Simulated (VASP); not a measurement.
Band structure of LiF (rock salt). These are PBE GGA, VASP's PBE PAW potentials (set 64) (plane waves; VASP 6.6.1) values and carry that method's errors.

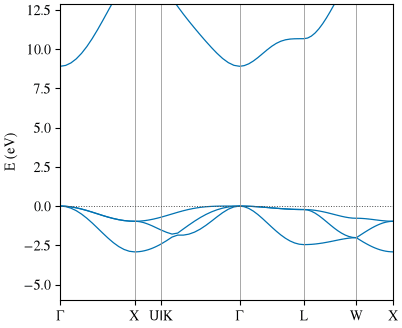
Figure. Bands along high-symmetry lines, zero at the valence-band maximum or, without a gap, the Fermi level

Task: Read the plot: is there a gap, and where are the band edges?

Result: The gap is direct, 8.91 eV, from the valence maximum at Γ to the conduction minimum at Γ. (Edges off the drawn lines would not show.)

Measured: gap 15.35 eV (computed value off by -6.44 eV), as given by Wei Chen et al., Physical Review Materials (2018), doi:10.1103/physrevmaterials.2.073803 [zero-point renormalisation of 1.15 eV added back (the table's ZPR column)].

The compound is LiF in the rock salt structure. It was relaxed first.
